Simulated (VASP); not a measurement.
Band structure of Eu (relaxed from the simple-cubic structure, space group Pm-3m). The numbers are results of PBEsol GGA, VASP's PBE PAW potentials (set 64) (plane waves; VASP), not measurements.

The 4f electrons are frozen in the core of the lanthanide potential, so 4f levels, which can set the real gap, and their magnetism are missing.

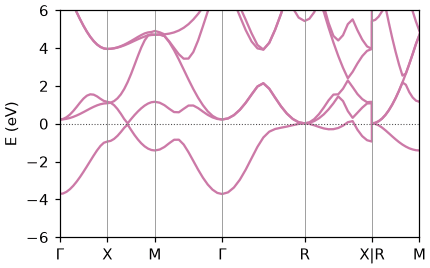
Bands along high-symmetry lines, zero at the valence-band maximum or, without a gap, the Fermi level

Task: Read the plot: is there a gap, and where are the band edges?

Result: It has no gap at this level: it comes out as a metal or semimetal. (Edges off the drawn lines would not show.)

The structure was generated: Eu was put into the simple-cubic type (Pm-3m), which need not be its known phase. It was relaxed first, which changed the volume by -34 %.
